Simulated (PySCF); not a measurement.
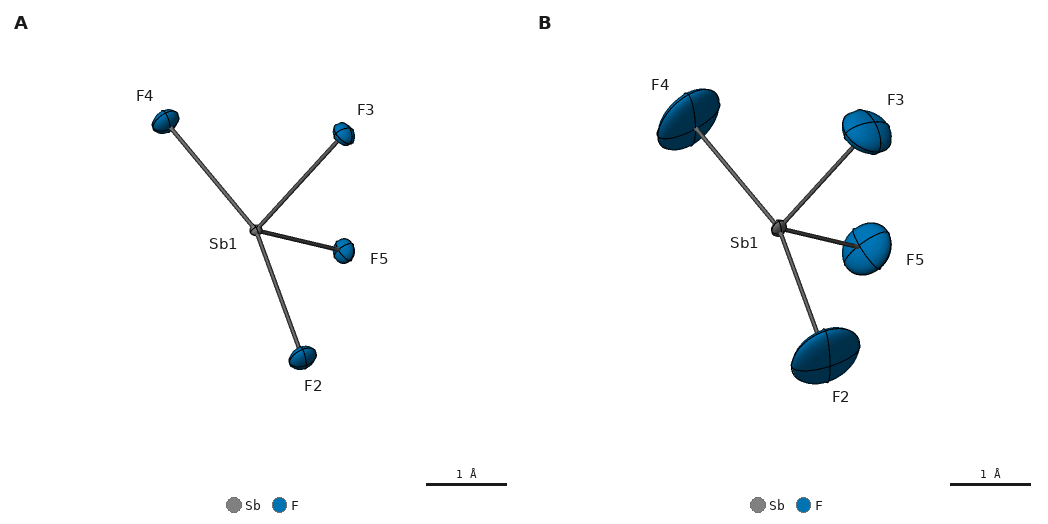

Displacement ellipsoids at the 50 % level, scaled by 2, from the internal vibrations of the free molecule (harmonic, no overall translation or rotation; no half-axis is drawn under 0.075 Å). State: neutral, doublet. Vibrations computed with UKS-based PBE0, Sb def2-SVP with ECP28, F def2-SVP; scalar-relativistic core potentials; density fitting (PySCF 2.14.0). One panel is for 0 K (zero-point motion alone), the other for 600 K.

**Which panel is for 600 K?**

B.

**How much does the mean-square displacement of F2 grow, and why?**

U_eq goes from 0.0031 to 0.0210 Å², a factor of 6.7. Modes below kT (417 cm⁻¹ at 600 K) grow about in proportion to T, and the lowest lies at 89 cm⁻¹; the mean-square amplitude of a mode is its zero-point value times coth(ħω/2kT), which comes close to 1 only above about 3kT.
